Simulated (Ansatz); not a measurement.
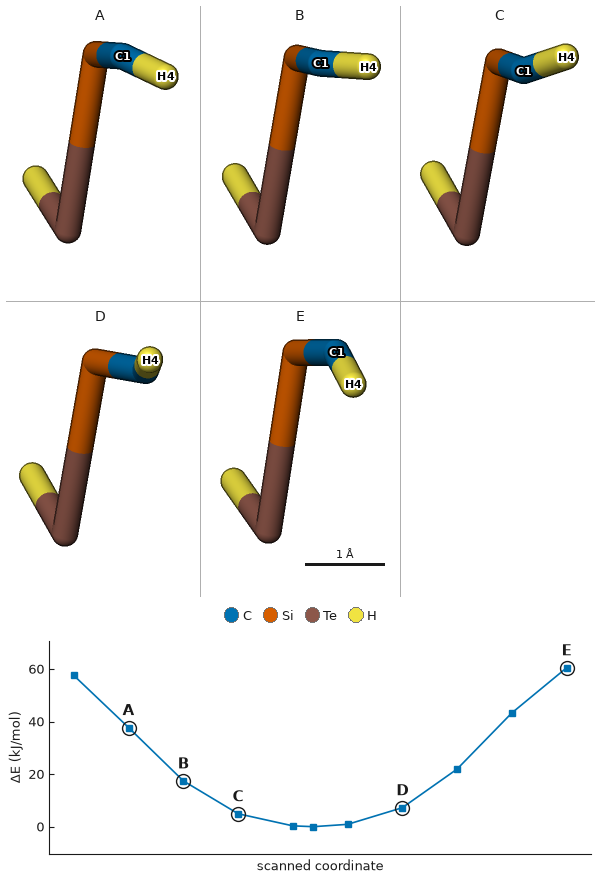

Frames of a one-coordinate scan of CH2SiTe. A stick model, seen almost along the central bond, with a slight tilt.

Computed with Ansatz: B3LYP-D4, basis def2-TZVPP, on geometries relaxed under the constraint at PBE0-D4/def2-TZVP. Elements past krypton carry the basis set's effective core potentials. Energies are counted from the PBE0-D4/def2-TZVP minimum geometry at the same level.

Q: Which coordinate changes from frame to frame?

A: One H–C–Si–Te dihedral angle is varied, with all other coordinates relaxed. In the frames the dihedral is 58.5° (A), 94.5° (B), 130.5° (C), 238.5° (D), 346.5° (E). The lowest computed point lies at the dihedral 180.0° (0.0 kJ/mol). The highest point, at 346.5°, lies 60.5 kJ/mol above the lowest and gives the barrier to rotation to within the spacing of the points.
